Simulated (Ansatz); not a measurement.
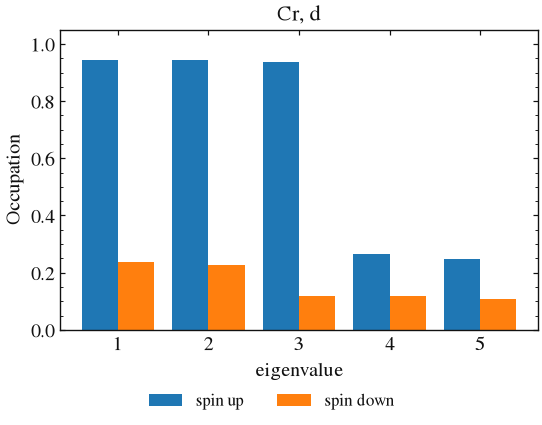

Eigenvalues of the local occupation matrix of the d shell (Löwdin-orthogonalised atomic projectors).

Calculation on CrPdF₄, space group P4/mmm, 6 atoms in the cell; a = 3.41 Å, b = 3.41 Å, c = 6.00 Å, α = 90.00°, β = 90.00°, γ = 90.00°.

Level of theory: DFT with r2SCAN, PAW plane waves, Ueff = 2.23 eV on Cr d, spin-polarised, 7×7×4 k mesh, Gaussian smearing of 0.13 eV; code Ansatz 0.2.0.

What configuration do these occupations show?

Answer. Counting eigenvalues over 0.6 as filled, Cr has 3 filled d states (d³), 3 up and 0 down; the eigenvalues sum to 4.2. The small eigenvalues come from mixing with neighbours' orbitals.

The structure was built from a prototype or by substitution, so it need not be a known phase. The atoms aren't at rest in this cell (largest force 4.4 eV/Å), so the relaxed material can differ. The cell is at 41 GPa in this functional.
